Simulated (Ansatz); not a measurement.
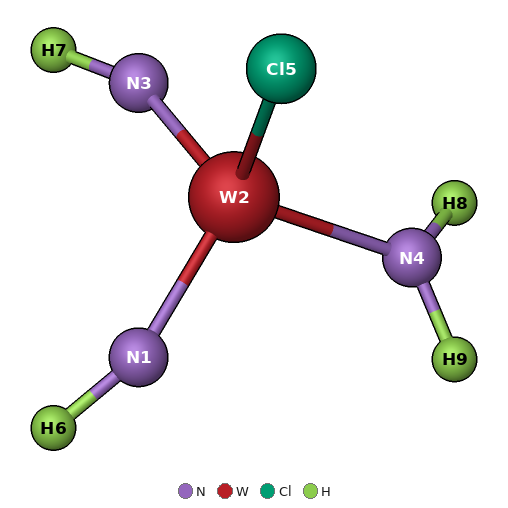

Charge 0, singlet. Harmonic vibrations computed with RKS PBE0-D4/def2-TZVP, core potentials on W (Ansatz 0.2.0) at a stationary point of the same level.

**Minimum or transition state?**

A minimum: no imaginary frequency, and the lowest mode lies at 153 cm⁻¹.

**How many vibrational modes are there, and where do they lie?**

21 modes: 153, 178, 228, 232, 279, 371, 391, 444, 502, 609, 635, 689, 712, 717, 989, 1035, 1550, 3588, 3657, 3660, 3690 cm⁻¹.
